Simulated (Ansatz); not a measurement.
## Electronic structure of BClH4OSn (SMILES ClB[O][SnH3]) in real space

The calculation's input:

```
crystal:
  periodic: [false, false, false]
  atoms:
    - {symbol: B, position_ang: [-1.470026, -2.933888, -1.504868]}
    - {symbol: Cl, position_ang: [-1.789749, -3.205610, 0.253601]}
    - {symbol: O, position_ang: [-1.279668, -1.709650, -1.970579]}
    - {symbol: Sn, position_ang: [-1.318290, -0.022708, -0.818427]}
    - {symbol: H, position_ang: [-1.442079, -3.913481, -2.207474]}
    - {symbol: H, position_ang: [-0.060166, -0.171910, 0.320789]}
    - {symbol: H, position_ang: [-2.882372, 0.086112, -0.151542]}
    - {symbol: H, position_ang: [-1.010643, 1.155269, -2.013068]}
basis:
  gaussian: {orbitals: def2-TZVPD}
magnetization: {spin_polarized: false, initial_magnetization: 0}
hamiltonian: {xc: pbe0}
output: {forces: true, orbitals: {seedname: orbitals}}
```

Launched as:

```sh
ansatz run input.yaml --threads 1 --pin off --max-ram 2610MiB --events-out events.jsonl --progress --plain --runs-dir runs
```

Geometry: r2SCAN-D4/def2-SVP; core potentials replace the inner electrons of Sn.

All numbers below come from isolated molecule in a Gaussian basis; Kohn-Sham density functional theory, functional PBE0 (Ansatz).

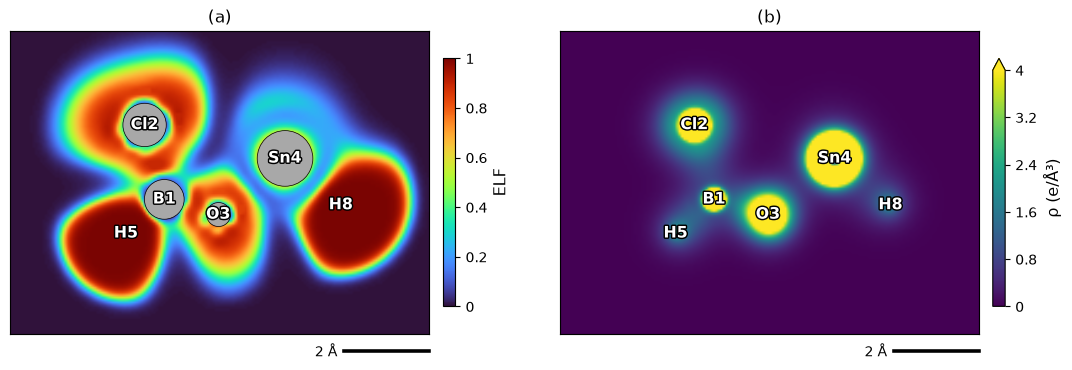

Figure 1. (a) ELF; (b) electron density on the plane of atoms O3, Sn4 and H8. Grey discs cover the atomic cores in the ELF map.

Q: What does the map show?

A: Atoms in the plane: B, Cl, O, Sn and H. B–O (1.32 Å): ρ at the midpoint is about 2.3 e/Å³; the ELF peaks at about 0.85 between the atoms: a short, strongly polar bond. B–Cl (1.81 Å): the density is about 1.2 e/Å³ at the midpoint; the ELF peaks at about 0.90 between the atoms: a polar covalent bond. Sn–O (2.04 Å): ρ at the midpoint is about 0.68 e/Å³; the ELF peaks at about 0.85 in the valence shell of O, 0.6 Å from its nucleus, and drops to about 0.15 between the two atoms. B–H (1.21 Å): ρ at the midpoint is about 1.3 e/Å³; the ELF climbs to about 1 towards the hydrogen, as it does in any bond to H (a covalent bond by its length). Sn–H (1.71 Å): ρ is about 1.2 e/Å³ halfway; the ELF climbs to about 1 towards the hydrogen. The ELF also peaks beside O3 and Cl2, away from the bonds: lone-pair regions.

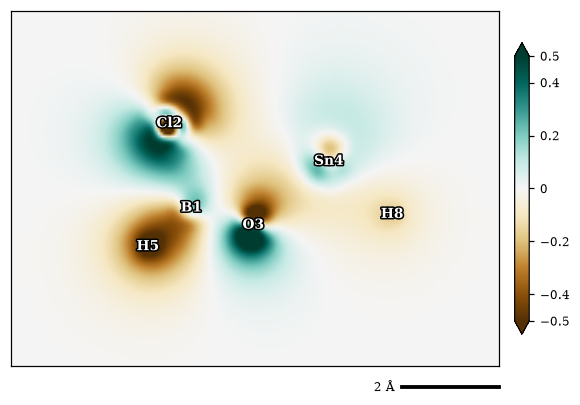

Figure 2. The HOMO on the plane of atoms Cl2, B1 and H5 (values in Å⁻³ᐟ²; the overall sign is arbitrary).

Q: What is the character of this orbital?

A: Its weight (Hirshfeld) is mainly on Cl2 (about 35 %), O3 (about 15 %), H5 (about 15 %), B1 (about 15 %) and Sn4 (about 10 %). Its energy is −8.72 eV.

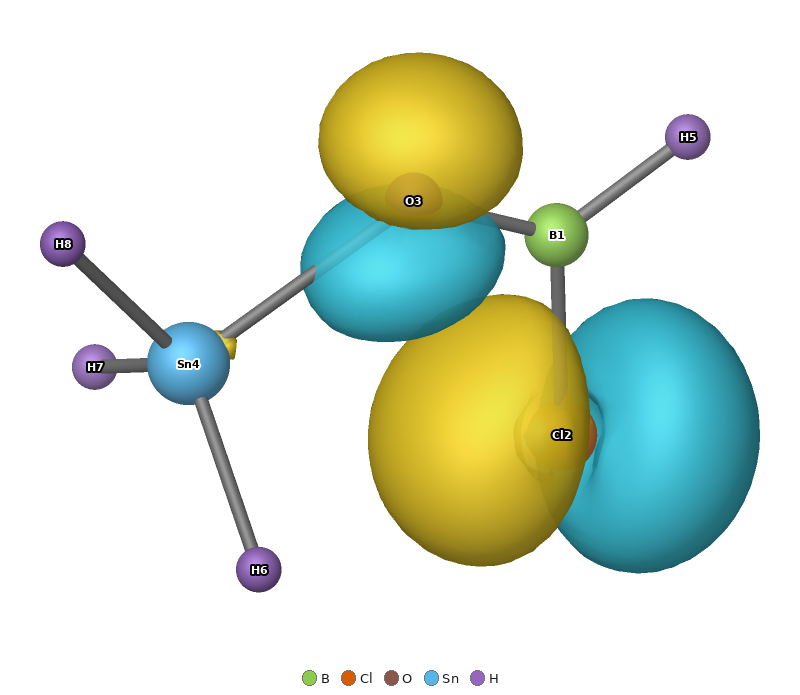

Figure 3. The HOMO−1 at ±0.15 Å⁻³ᐟ² (yellow and cyan are the two phases), seen at a tilt.

Q: What is the character of this orbital?

A: By Hirshfeld shares it lies mainly on Cl2 (about 60 %) and O3 (about 30 %). Its energy is −8.94 eV.
